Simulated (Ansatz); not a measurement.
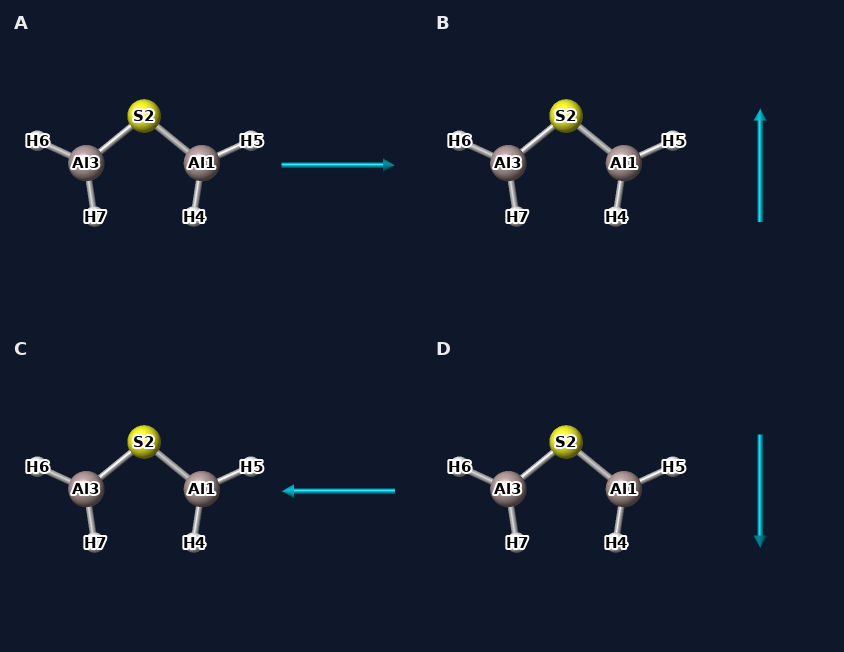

The same molecule four times, each with an arrow. Computed geometry: PBE0-D4/def2-TZVP optimisation. No frequency run is at hand to confirm it as a minimum. Properties computed with RKS PBE0-D4/def2-TZVP (Ansatz 0.2.0).

### Which arrow points along the dipole moment, from the negative to the positive end?

D. The dipole moment is 0.81 D; it points from the side of S2 to the side of H4, H7 (the outermost atoms at the two ends).
